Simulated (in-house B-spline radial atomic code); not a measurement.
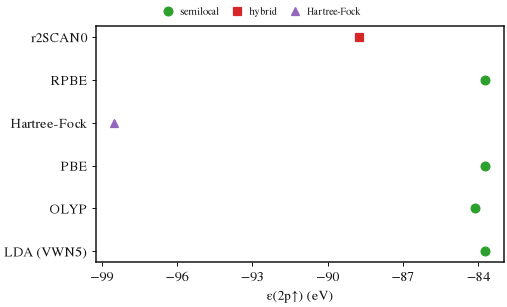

The Ne³⁺ ion in the configuration [He] 2s2 2p3 (high spin). All runs are non-relativistic, spin-polarised and spherical, computed with an in-house B-spline radial code. Hartree-Fock is the average over the configuration. The plot shows the eigenvalue (eV) of the 2p up orbital by 6 methods.

> How much do the methods differ, and in which order?

The deepest is Hartree-Fock (−98.5) and the shallowest RPBE (−83.7), a spread of 14.8 eV. In order (eV): Hartree-Fock (−98.5), r2SCAN0 (−88.7), OLYP (−84.1), PBE (−83.7), LDA (VWN5) (−83.7), RPBE (−83.7). On the whole, exact exchange removes self-interaction and deepens occupied levels.
